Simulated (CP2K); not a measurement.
# C3H5BO (SMILES OC1BC=C1) at GFN1-xTB

What is the energy difference between two shapes of C3H5BO at GFN1-xTB? 

Program for the calculation: CP2K 2026.2.

## Step 1: The system as given

C3H5BO: 10 atoms, total charge 0, spin state singlet. SMILES: `OC1BC=C1`. Geometry: relaxed at GFN2-xTB. This is one conformer, not always the lowest.

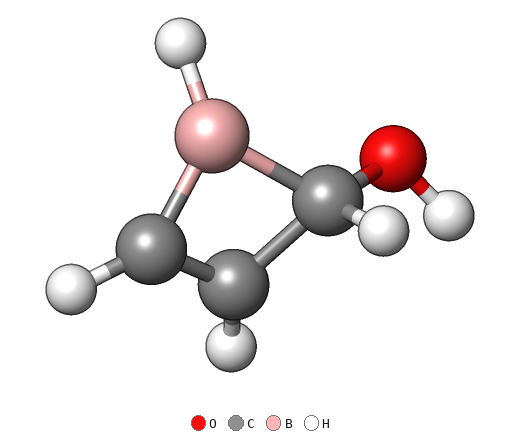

Viewed from a chosen angle; oxygen red, carbon grey, boron pink, hydrogen white.

## Step 2: Energy and forces at GFN1-xTB

molecule.xyz reads:

```xyz
10

O     -0.916130    -0.933520    -1.410750
C     -0.605250    -0.473880    -0.115350
B      0.858660    -0.720860     0.503170
C      0.892470     0.693210     1.013830
C     -0.015400     0.898810     0.026210
H     -1.744210    -0.537620    -1.703770
H     -1.450820    -0.618340     0.563340
H      1.687190    -1.472130     0.193730
H      1.483700     1.414330     1.546810
H     -0.190200     1.750000    -0.617200
```

calc.inp reads:

```
&GLOBAL
  PROJECT_NAME calc
  RUN_TYPE ENERGY_FORCE
  PRINT_LEVEL MEDIUM
&END GLOBAL

&FORCE_EVAL
  METHOD QUICKSTEP
  &DFT
    ! Quickstep
    &QS
      METHOD XTB
      EPS_DEFAULT 1.0E-10
      &XTB
        GFN_TYPE 1
        CHECK_ATOMIC_CHARGES F
      &END XTB
    &END QS
    ! no periodic images
    &POISSON
      PERIODIC NONE
      POISSON_SOLVER ANALYTIC
    &END POISSON
    &SCF
      SCF_GUESS ATOMIC
      EPS_SCF 1.0E-06
      MAX_SCF 30
      &OT
        MINIMIZER DIIS
        PRECONDITIONER FULL_ALL
      &END OT
      &OUTER_SCF
        EPS_SCF 1.0E-06
        MAX_SCF 5
      &END OUTER_SCF
    &END SCF
    ! extra output
    &PRINT
      &MOMENTS
        PERIODIC F
        REFERENCE COM
        MAX_MOMENT 1
      &END MOMENTS
      &MO_CUBES
        NLUMO 1
        NHOMO -1
        WRITE_CUBE F
      &END MO_CUBES
      &HIRSHFELD OFF
      &END HIRSHFELD
    &END PRINT
  &END DFT
  &SUBSYS
    &CELL
      ABC 15.4 15.2 15.3
      PERIODIC NONE
    &END CELL
    &TOPOLOGY
      COORD_FILE_NAME molecule.xyz
      COORD_FILE_FORMAT XYZ
      &CENTER_COORDINATES
      &END CENTER_COORDINATES
    &END TOPOLOGY
  &END SUBSYS
  ! extra output
  &PRINT
    &FORCES ON
    &END FORCES
  &END PRINT
&END FORCE_EVAL
```

Started as:

```bash
$ OMP_NUM_THREADS=1 cp2k.psmp calc.inp > calc.out
```

What it wrote:

```text
CP2K| version string:                                       CP2K version 2026.2
[...]
 GLOBAL| Method name                                                        CP2K
[...]
 GLOBAL| Run type                                                   ENERGY_FORCE
[...]
                             - Atoms:                                         10
[...]
                             - Spherical basis functions:                     30
[...]
 Number of electrons:                                                         26
[...]
     1 OT DIIS     0.15E+00    0.0     0.05862786       -14.9818883583 -1.50E+01
[...]
    10 OT DIIS     0.15E+00    0.0     0.00000046       -15.0563974520 -8.31E-11
  *** SCF run converged in    10 steps ***
[...]
 TB_DIPOLE| Moment [Debye]         -0.92974810       1.35561301       0.95141116
 TB_DIPOLE| Derivative [a.u.]       0.00000000       0.00000000       0.00000000
[...]
 ENERGY| Total FORCE_EVAL ( QS ) energy [hartree]            -15.056397452025008
 FORCES| Atomic forces [hartree/bohr]
 FORCES|   Atom     x               y               z               |f|
 FORCES|      1  1.37133709E-03  5.51297500E-04  4.11844513E-04   1.53431100E-03
 FORCES|      2  3.74199449E-03 -5.67732314E-03 -2.13760311E-04   6.80295629E-03
 FORCES|      3 -8.35115066E-03  8.06822145E-04  4.91142588E-03   9.72187139E-03
 FORCES|      4  2.12938845E-03 -2.61042235E-03  1.90853057E-05   3.36882238E-03
 FORCES|      5 -4.40998141E-03  9.28932257E-03 -4.70649567E-03   1.13088705E-02
 FORCES|      6 -1.74365409E-03 -1.88227289E-04 -1.68953102E-03   2.43521542E-03
 FORCES|      7 -7.84734308E-04 -2.14852177E-04  2.38184461E-03   2.51697301E-03
 FORCES|      8  6.38299447E-03 -3.93765479E-03 -2.23913150E-03   7.82696962E-03
 FORCES|      9  2.24795149E-03 -6.49393359E-05  2.10262530E-03   3.07872314E-03
 FORCES|     10 -5.84145522E-04  2.04597685E-03 -9.77907110E-04   2.34169801E-03
 FORCES| Sum    -4.30861943E-16  2.64979011E-16  5.63568289E-16
 FORCES| Total atomic force                                       7.57274790E-16
[...]
```

Wall time 1.9 s (1 thread of Intel Xeon Platinum 8259CL at 2.50GHz (Skylake/Cascade Lake), shared host); peak memory 0.2 GiB.

## Step 3: The distorted shape, same level

molecule.xyz reads:

```xyz
10

O     -0.933743    -0.944391    -1.309023
C     -0.611180    -0.495670    -0.060747
B      0.767000    -0.672011     0.473560
C      0.892125     0.671934     1.076162
C      0.021345     0.923280     0.012580
H     -1.664446    -0.587487    -1.696859
H     -1.457578    -0.612152     0.612252
H      1.630773    -1.502305     0.286171
H      1.471474     1.453939     1.505003
H     -0.199860     1.714829    -0.605520
```

qs.inp reads:

```
&GLOBAL
  PROJECT_NAME qs
  RUN_TYPE ENERGY_FORCE
  PRINT_LEVEL MEDIUM
&END GLOBAL

&FORCE_EVAL
  METHOD QS
  &DFT
    &QS
      METHOD XTB
      EPS_DEFAULT 1.0E-10
      &XTB
        GFN_TYPE 1
        CHECK_ATOMIC_CHARGES F
      &END XTB
    &END QS
    &POISSON
      PERIODIC NONE
      POISSON_SOLVER ANALYTIC
    &END POISSON
    ! SCF settings
    &SCF
      SCF_GUESS ATOMIC
      EPS_SCF 1.0E-06
      MAX_SCF 30
      &OT
        MINIMIZER DIIS
        PRECONDITIONER FULL_ALL
      &END OT
      &OUTER_SCF
        EPS_SCF 1.0E-06
        MAX_SCF 5
      &END OUTER_SCF
    &END SCF
    ! extra output
    &PRINT
      &MOMENTS
        PERIODIC F
        REFERENCE COM
        MAX_MOMENT 1
      &END MOMENTS
      &MO_CUBES
        NLUMO 1
        NHOMO -1
        WRITE_CUBE F
      &END MO_CUBES
      &HIRSHFELD OFF
      &END HIRSHFELD
    &END PRINT
  &END DFT
  ! structure
  &SUBSYS
    &CELL
      ABC 15.3 15.2 15.2
      PERIODIC NONE
    &END CELL
    &TOPOLOGY
      COORD_FILE_NAME molecule.xyz
      COORD_FILE_FORMAT XYZ
      &CENTER_COORDINATES
      &END CENTER_COORDINATES
    &END TOPOLOGY
  &END SUBSYS
  ! extra output
  &PRINT
    &FORCES ON
    &END FORCES
  &END PRINT
&END FORCE_EVAL
```

Started as:

```bash
$ OMP_NUM_THREADS=1 cp2k.psmp -i qs.inp -o qs.out
```

What it wrote:

```text
CP2K| version string:                                       CP2K version 2026.2
[...]
 GLOBAL| Method name                                                        CP2K
[...]
 GLOBAL| Run type                                                   ENERGY_FORCE
[...]
                             - Atoms:                                         10
[...]
                             - Spherical basis functions:                     30
[...]
 Number of electrons:                                                         26
[...]
     1 OT DIIS     0.15E+00    0.0     0.05342117       -14.9713250016 -1.50E+01
[...]
    10 OT DIIS     0.15E+00    0.0     0.00000039       -15.0355119817 -6.22E-11
  *** SCF run converged in    10 steps ***
[...]
 TB_DIPOLE| Moment [Debye]         -1.05074819       1.44040076       0.55667814
 TB_DIPOLE| Derivative [a.u.]       0.00000000       0.00000000       0.00000000
[...]
 ENERGY| Total FORCE_EVAL ( QS ) energy [hartree]            -15.035511981677969
 FORCES| Atomic forces [hartree/bohr]
 FORCES|   Atom     x               y               z               |f|
 FORCES|      1  5.55019557E-02 -4.81445088E-02 -5.99292476E-03   7.37175418E-02
 FORCES|      2 -3.30902024E-02  3.14300733E-02 -3.51721826E-03   4.57731562E-02
 FORCES|      3  6.21940298E-02 -4.30980152E-02  2.65129438E-02   8.01777553E-02
 FORCES|      4 -2.40382244E-02  2.69905119E-02 -3.23540961E-02   4.85088806E-02
 FORCES|      5  2.92735026E-03 -4.44723639E-02  4.91787624E-02   6.63695051E-02
 FORCES|      6 -5.99335804E-02  3.13420955E-02 -2.59050140E-02   7.24253462E-02
 FORCES|      7 -3.93020289E-03  4.62460138E-03  8.58795967E-03   1.05160108E-02
 FORCES|      8 -6.94792932E-03  9.82069307E-03 -3.34267085E-03   1.24857192E-02
 FORCES|      9  9.97954557E-03  6.59815343E-05  1.12878989E-02   1.50669289E-02
 FORCES|     10 -2.66274190E-03  3.14409312E-02 -2.44556409E-02   3.99211813E-02
 FORCES| Sum    -1.13190707E-16 -3.19189120E-16  5.93275429E-16
 FORCES| Total atomic force                                       6.83132172E-16
[...]
```

Wall time 1.5 s (1 thread of Intel Xeon Platinum 8259CL at 2.50GHz (Skylake/Cascade Lake), shared host); peak memory 0.2 GiB.

## Step 4: What came out

Level: GFN1-xTB.

```
                                                  quantity         value
                                 first shape: total energy  -15.05640 Eh
    first shape: dipole moment (from atomic charges alone)        1.90 D
                                  first shape: HOMO energy     -11.65 eV
                            first shape: dispersion energy  -7.24 kJ/mol
                     first shape: largest force on an atom    0.582 eV/Å
                             distorted shape: total energy  -15.03551 Eh
distorted shape: dipole moment (from atomic charges alone)        1.87 D
                              distorted shape: HOMO energy     -11.54 eV
                        distorted shape: dispersion energy  -7.21 kJ/mol
                 distorted shape: largest force on an atom    4.123 eV/Å
                    energy change with the atoms displaced      0.568 eV
```

With the atoms displaced the energy rises by 0.57 eV (13.1 kcal/mol). The first shape isn't relaxed at this level, so the change isn't measured from a minimum. The largest force (first shape) is 0.58 eV/Å: the shape isn't a stationary point for this species at this level. The dipole (first shape) comes from point charges on the atoms alone, without atomic dipoles, so it is partial. The dipole (distorted shape) comes from point charges on the atoms alone, without atomic dipoles, so it is partial.
